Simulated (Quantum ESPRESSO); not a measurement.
Band structure of ErBRh3 (Pm-3m, 5 atoms in the cell).

```xyz
5
Lattice="4.0842 0.0000 0.0000 0.0000 4.0842 0.0000 0.0000 0.0000 4.0842" Properties=species:S:1:pos:R:3 pbc="T T T"
Er     0.0000     0.0000     0.0000
B      2.0421     2.0421     2.0421
Rh     0.0000     2.0421     2.0421
Rh     2.0421     0.0000     2.0421
Rh     2.0421     2.0421     0.0000
```
Moments meant for the start (each program seeds them in its own way; μB, in the order of the atoms Er B Rh Rh Rh): 3.0 0.0 0.0 0.0 0.0.

Method: PBEsol, SSSP 1.1.2 efficiency (PBE) pseudopotentials (plane waves; Quantum ESPRESSO).

Settings: ecutwfc = 60 Ry; ecutrho = 480 Ry; occupations = smearing; smearing = cold; degauss = 0.0147 Ry; nspin = 2; input_dft = pbesol; potentials = {Er: Er.GGA-PBE-paw-v1.0.UPF, B: b_pbe_v1.4.uspp.F.UPF, Rh: Rh_ONCV_PBE-1.0.oncvpsp.upf}; K_POINTS = automatic 4 4 4 0 0 0; nbnd = 50; conv_thr = 1e-10 Ry; mixing_beta = 0.4.

The starting cell comes from a database of published, mostly measured structures (it also holds non-ambient and calculated ones), without a prior relaxation at this level. Its lattice was rescaled by a random factor within 2.5 % of one. Spin-orbit coupling is off. With one magnetic atom in the cell only a parallel order is possible. With U or open f shells several self-consistent states can exist. The f electrons are in the valence without U or exact exchange, which can misplace them near the Fermi level. Spin-orbit terms, which matter for f shells, are left out.

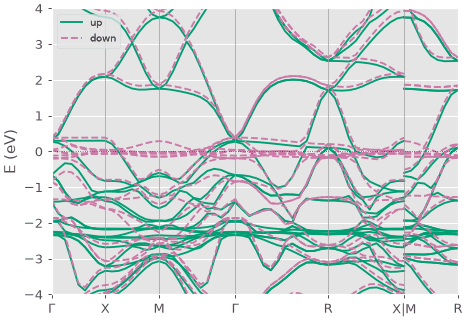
Bands along the path, energies from the Fermi level.

Levels in eV from the Fermi level, bands 36 to 43 of the first spin channel:
| point | 36 | 37 | 38 | 39 | 40 | 41 | 42 | 43 |
|---|---|---|---|---|---|---|---|---|
| Γ | -0.66 | -0.66 | -0.66 | 0.27 | 0.30 | 0.30 | 0.30 | 4.32 |
| X | -1.28 | -1.12 | -1.12 | -0.82 | 0.30 | 2.09 | 2.09 | 3.76 |
| M | -1.93 | -1.59 | -1.29 | -0.69 | -0.60 | 1.75 | 1.75 | 3.75 |
| R | -1.37 | 0.10 | 0.10 | 0.10 | 1.72 | 1.72 | 1.72 | 2.53 |

Bands cross the Fermi level along this path, so the cell is metallic at this level.

The net moment of the cell came out as 3.07 μB.
